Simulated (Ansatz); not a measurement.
# wB97X/def2-TZVPPD run of GaH3 (SMILES [GaH3])

What is the electronic atomisation energy of GaH3 at wB97X/def2-TZVPPD? 

Program for the calculation: Ansatz 0.2.0.

27 further runs of the same task are left out: 3 that didn't finish, 24 set aside as unsound or not needed. Runs told in other sessions of the task aren't counted.

### 1 The structure to begin with

GaH3: 4 atoms, total charge 0, spin state singlet. As SMILES, `[GaH3]`. The shape is that of a PBE0-D4/def2-TZVP optimisation.

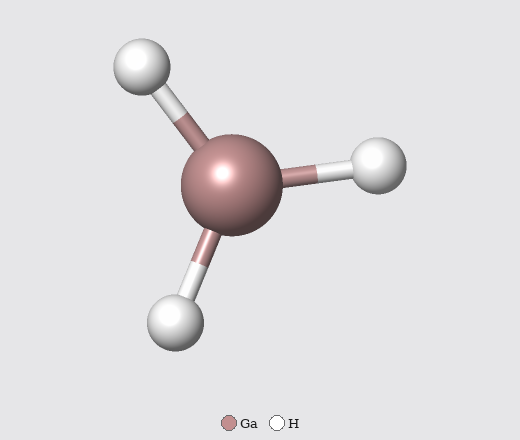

Viewed from a chosen angle; gallium pink, hydrogen white.

### 2 The energy at wB97X/def2-TZVPPD

The input, in.yaml:

```yaml
basis:
  gaussian:
    orbitals: def2-TZVPPD.json
crystal:
  periodic: [false, false, false]
  atoms:
    - symbol: Ga
      position_ang: [0.013400, -0.014900, -0.004600]
    - symbol: H
      position_ang: [1.252400, 0.343800, 0.887700]
    - symbol: H
      position_ang: [-0.552100, -1.477800, -0.009700]
    - symbol: H
      position_ang: [-0.658400, 1.088700, -0.893700]
hamiltonian:
  xc: {name: wB97X}
accuracy: high
output:
  orbitals: {seedname: orbitals}
```

The basis set def2-TZVPPD is read from a file made from the Basis Set Exchange's data (not shown).

The run is started by

```bash
$ ansatz run in.yaml --threads 1 --pin off --max-ram 3480MiB --events-out events.jsonl --progress --plain --runs-dir runs
```

Standard output:

```text
Warning: RAYON_NUM_THREADS=1 ignored (pool sized by the plan → 1); use --threads N
Functional definition: wB97X
  name "wB97X"
  parameter omega = 0.3/bohr
  parameter cx = 0.157706
  parameter cx1 = 0.726479
  parameter cx2 = 1.04760
  parameter cx3 = -5.70635
  parameter cx4 = 13.2794
  parameter css1 = -4.33879
  parameter css2 = 18.2308
  parameter css3 = -31.7430
  parameter css4 = 17.2901
  parameter cos1 = 2.37031
  parameter cos2 = -11.3995
  parameter cos3 = 6.58405
  parameter cos4 = -3.78132
  exchange = spin_sum(e_x_unif_sr(omega)*poly(b97_u_x, 1 - cx, cx1, cx2, cx3, cx4)) + cx*exact_x_sr(omega)
      + exact_x_lr(omega)
  correlation = spin_sum(e_c_pw_same_spin*poly(b97_u_same, 1, css1, css2, css3, css4))
      + integral(e_c_pw_opposite_spin*poly(b97_u_opposite, 1, cos1, cos2, cos3, cos4))
1581 factors; integrals over basis functions are off by at most 4.3e-9 eV
338 factors; integrals over basis functions are off by at most 2.0e-9 eV
mean field evaluation 1: about -52426.7790 eV, gradient 2.1e1 eV
mean field evaluation 2: about -52426.9253 eV, gradient 2.3e1 eV
mean field evaluation 4: about -52427.2777 eV, gradient 1.4e0 eV
mean field evaluation 8: about -52427.3035 eV, gradient 6.3e-2 eV
mean field evaluation 16: about -52427.3036 eV, gradient 1.9e-6 eV
mean field -52427.30355720 eV, -1926.6678692243 hartree, gradient 4.7e-8 eV, S^2 0.000000; 0 other end points of the search recorded, 0 dependent functions left out
reference -52427.30355412 eV, -1926.6678691113 hartree; 17, 17 occupied and 88, 88 virtual orbitals, 1581 factors
Total energy: -52427.30355412 eV, -1926.6678691113 hartree
```

Wall time 28 s (1 thread of Arm Neoverse N1, shared host); peak memory 0.4 GiB.

### 3 The Ga atom at the same level

The input, input.yaml:

```yaml
crystal:
  periodic: [false, false, false]
  atoms:
    - {symbol: Ga, position_ang: [0.000000, 0.000000, 0.000000]}
basis:
  gaussian:
    orbitals: def2-TZVPPD.json
hamiltonian:
  xc: {name: wB97X}
magnetization:
  spin_polarized: true
  initial_magnetization: 1
accuracy: high
```

The basis set def2-TZVPPD is read from a file made from the Basis Set Exchange's data (not shown).

Run the same way, it converges to -1924.84597 Eh (log not shown).

### 4 The H atom

The input, molecule.yaml:

```yaml
basis:
  gaussian: {orbitals: def2-TZVPPD.json}
crystal:
  periodic: [false, false, false]
  atoms:
    - {symbol: H, position_ang: [0.000000, 0.000000, 0.000000]}
total_charge: 0
magnetization: {spin_polarized: true, initial_magnetization: 1}
hamiltonian: {xc: {name: wB97X}}
accuracy: high
```

The basis set def2-TZVPPD is read from a file made from the Basis Set Exchange's data (not shown).

Run the same way, it converges to -0.50139 Eh (log not shown).

### 5 Outcome

Level: wB97X/def2-TZVPPD.

```
                     quantity           value
       molecule: total energy  -1926.66787 Eh
        molecule: HOMO energy       -11.03 eV
        molecule: LUMO energy         0.09 eV
      molecule: HOMO–LUMO gap        11.12 eV
        Ga atom: total energy  -1924.84597 Eh
                Ga atom: ⟨S²⟩           0.752
         H atom: total energy     -0.50139 Eh
                 H atom: ⟨S²⟩           0.750
electronic atomisation energy        8.646 eV
```

Taking the molecule apart into free atoms costs 8.65 eV (199 kcal/mol), before zero-point energy and without spin-orbit coupling.
